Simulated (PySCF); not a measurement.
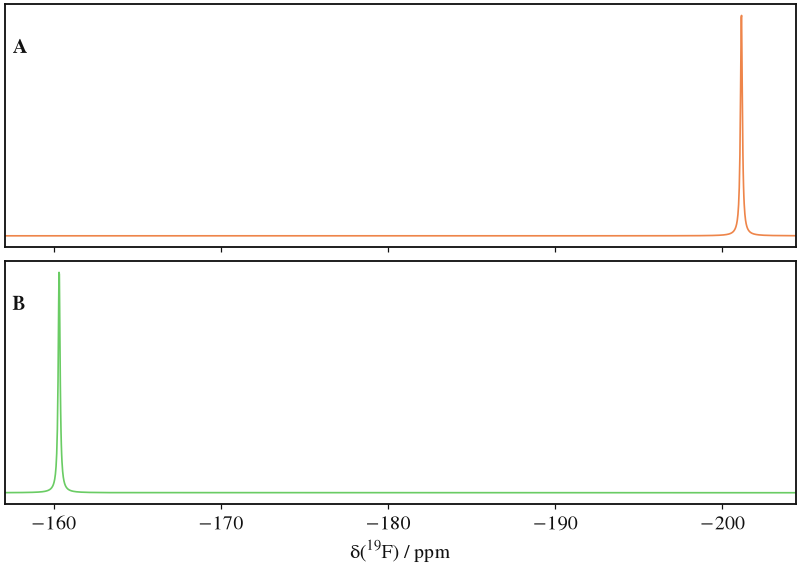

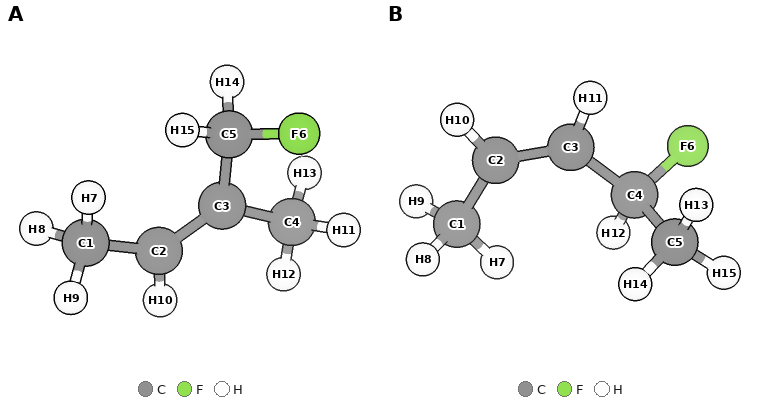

Related molecules: A is C₅H₉F, SMILES C/C=C(/C)CF; B is C₅H₉F, SMILES C/C=C\[C@H](C)F. GIAO ¹⁹F shifts against CFCl₃ (¹⁹F: this reference is a hard case for the method, so all values can be off together by tens of ppm, and differences between signals are safer), HF/pcSseg-2 in PySCF 2.14.0, at a PBE0-D3(BJ)/def2-SVP geometry (no frequency check); fully decoupled, line heights follow the number of nuclei within a panel, widths are arbitrary (no quadrupolar broadening); values of one conformer, averaged over nuclei that symmetry or rotation about single bonds exchange, these motions taken as fast; other conformers aren't averaged in.

Question: How does the ¹⁹F shift respond?

Answer: From A (−201.1 ppm) to B (−160.3 ppm) the nucleus is deshielded by 40.8 ppm.
